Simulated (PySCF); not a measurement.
BF₄, charge −1, SMILES `F[B-](F)(F)F`.

Level of theory: PBE/def2-SVPD (PySCF), at a geometry from GFN2-xTB. No frequency check shows the geometry to be a minimum.

Geometry (Å), atoms numbered from 1:

```
F1      -0.8025    0.8090    0.7959
B2       0.0000    0.0000   -0.0000
F3      -0.8025   -0.8090   -0.7959
F4       0.8025    0.7960   -0.8089
F5       0.8025   -0.7960    0.8089
```

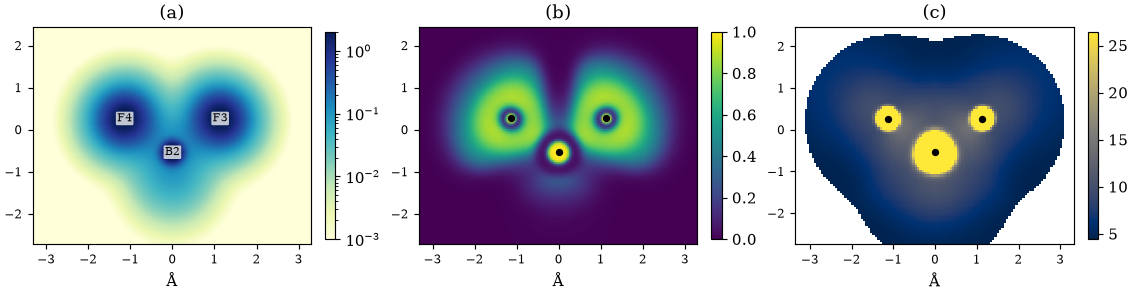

Three fields in the plane of B2, F3 and F4.

> The panels show, in some order, the electron density, electron localisation function (ELF) and average local ionisation energy. Which is which?

(a) is the electron density: it is positive everywhere and peaks at the nuclei. (b) is the electron localisation function (ELF): it runs from 0 to 1 and is close to 1 over wide basins that fill the valence regions. (c) is the average local ionisation energy: it is high near the heavier nuclei and lowest where loosely bound electrons reach out.
